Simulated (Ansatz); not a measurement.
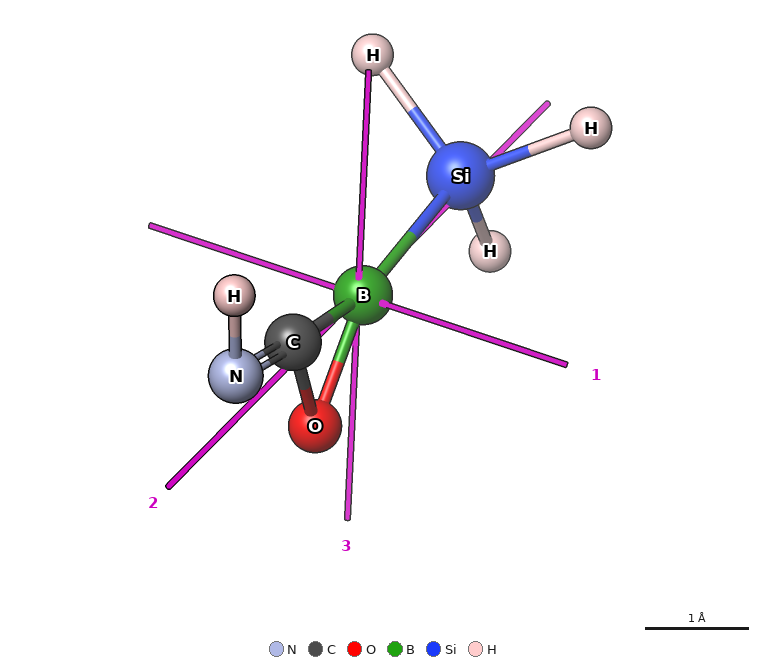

The three principal axes of inertia are drawn and numbered. Atoms fade into the background with distance from the viewer. The computed structure is the end point of a PBE0-D4/def2-TZVP optimisation. Masses are those of the most abundant isotopes; constants are for the rigid equilibrium geometry.

Which line is the a axis (least moment of inertia), which b and which c?

a is line 2, b is line 3, c is line 1; the moments are 32.9, 277, 304 u Å².

What kind of rotor is it, and what are its rotational constants in GHz?

An asymmetric top (Cs): A = 15.3, B = 1.82, C = 1.66 GHz. Ray's parameter κ is −0.98, close to the prolate limit.
